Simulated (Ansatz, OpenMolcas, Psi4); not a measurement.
## SnO (tin(ii) oxide): the vertical energy of the triplet above the singlet, rung by rung

The species is SnO (2 atoms), meant as a singlet with charge 0. SMILES: `[O]=[Sn]`. The coordinates come from a PBE0-D4/def2-TZVP relaxation.

```xyz
2

O     0.0000    0.0000   -0.0071
Sn    0.0000    0.0000    1.8107
```

Quantity: the vertical energy of the triplet above the singlet, in eV. The values are calculated.

```csv
level,kind,program,value (eV),CPU time (all runs)
HF/def2-TZVPPD (core potential),Hartree–Fock,Ansatz,0.97,15 s
BLYP/def2-TZVPPD (core potential),GGA,Ansatz,3.24,37 s
r2SCAN/def2-TZVPPD (core potential),meta-GGA,OpenMolcas,2.99,1.8 min
CAM-B3LYP/def2-TZVPPD (core potential),range-separated hybrid,Ansatz,2.90,36 s
wB97X-V/def2-TZVPPD (core potential),range-separated hybrid,Psi4,3.07,60 s
"DSD-PBEP86/def2-TZVPPD (core potential, density fitting for correlation)",double hybrid,Psi4,3.47,25 s
MP2/def2-TZVPPD (core potential),perturbation theory,Ansatz,3.84,21 s
BCCD(T)/def2-TZVPPD (core potential),coupled cluster or CI,Ansatz,3.26,80 s
FCI/STO-3G,exact in the basis,Ansatz,3.08,4.9 s
```

All-electron rows without a relativistic Hamiltonian named are non-relativistic, while core potentials hold scalar relativity, so basis and relativity change together. Spin-orbit coupling, which can split open shells on such heavy atoms by tenths of an eV, is left out. The values span 0.97 to 3.84 eV. High-level rows in very small sets aren't better than simpler rows in larger ones. In the correlated wave-function rows the outer d shell of Sn is correlated, in sets not made for it. Times are those of the runs behind each value, whatever else they computed, on shared processors of several kinds: orders of magnitude only.

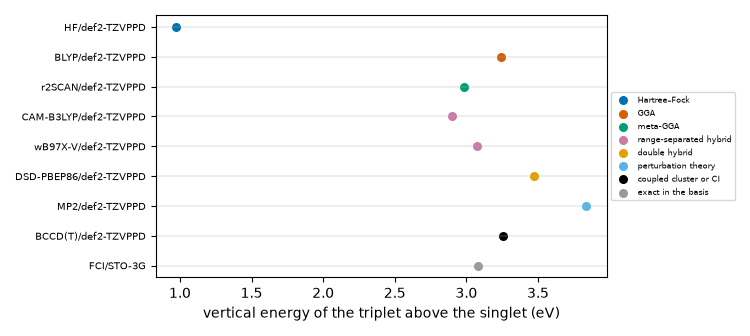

The values of the table, level by level.
